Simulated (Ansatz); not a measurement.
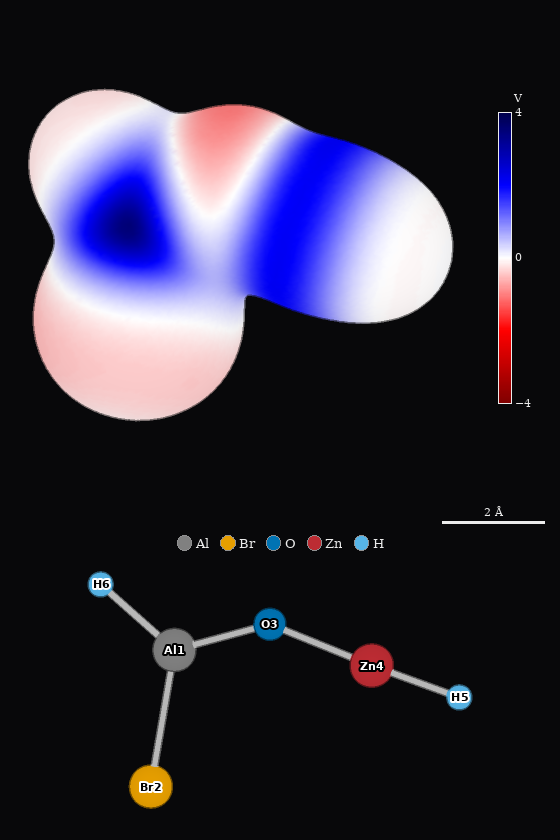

*AlBrH₂OZn (SMILES [ZnH][O][AlH][Br]). The electrostatic potential painted on the density surface at 0.002 e/bohr³, seen at a tilt; red is negative and blue positive. The bare structure is drawn below in the same view.*

Geometry: PBE0-D3(BJ)/pcseg-1.

Computed with Ansatz, isolated molecule in a Gaussian basis; Kohn-Sham density functional theory, functional PBE0.

```xyz
6

Al    1.2836   -0.3656    0.2861
Br    1.0321    1.8197    0.8896
O     0.1333   -1.0495   -0.7309
Zn   -1.3744   -0.7153   -1.6306
H    -2.6552   -0.4841   -2.4136
H     2.5219   -1.1596    0.8414
```

Where is the surface potential most negative and most positive?

The most negative region (about −1.0 V) lies over O3, the most positive (about +3.3 V) over Al1. O3 is the likeliest acceptor of a hydrogen bond.

How polar is the molecule by this calculation?

Its dipole moment is 1.78 D.
